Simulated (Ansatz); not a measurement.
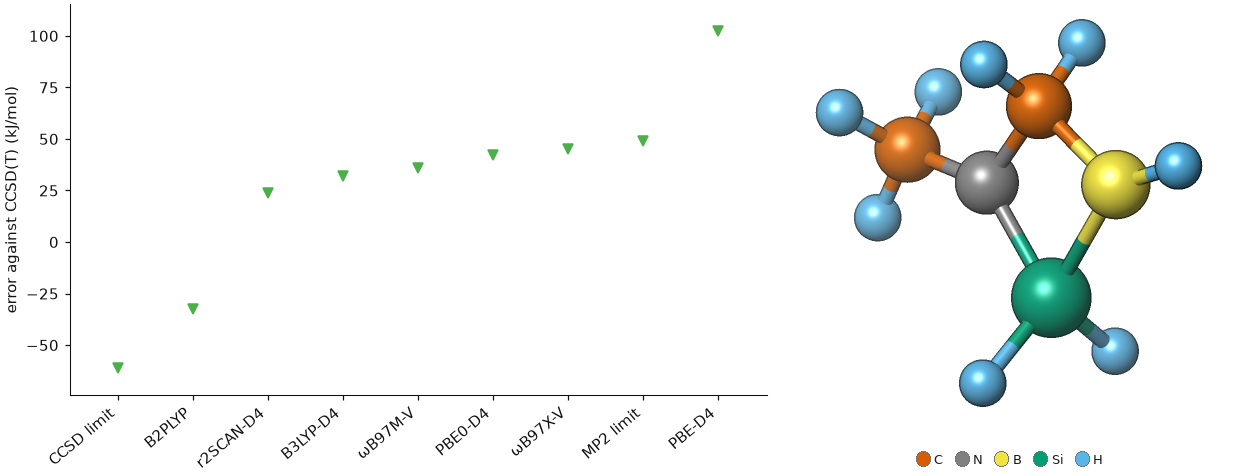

Error in the electronic atomisation energy (method less reference, so positive means overbinding) of C₂H₈BNSi, SMILES CN1CB[SiH2]1: functionals in def2-TZVPP against frozen-core CCSD(T) at the limit (MP2 extrapolated from triple and quadruple zeta, plus CCSD(T) less MP2 in a smaller set), which gives 4670.6 kJ/mol, at a PBE0-D4/def2-TZVP geometry (no frequency check), no zero-point or spin-orbit term, the Ansatz code. The reference leaves out core correlation, a term that grows with the number of heavy atoms. B2PLYP holds a correlation term that converges slowly with the basis, so part of the distance to the limit is basis error. No dispersion term is added to B2PLYP. Limit means the basis limit.

**Which of these levels overbind, and which underbind?**

Overbind: B3LYP-D4, ωB97M-V, PBE0-D4, ωB97X-V, MP2 limit and PBE-D4. Underbind: CCSD limit and B2PLYP. Within 25 kJ/mol of zero, too close to call in view of what the reference leaves out: r2SCAN-D4.

**What range do the values span?**

From −61.1 kJ/mol (CCSD limit) to 102.3 kJ/mol (PBE-D4).
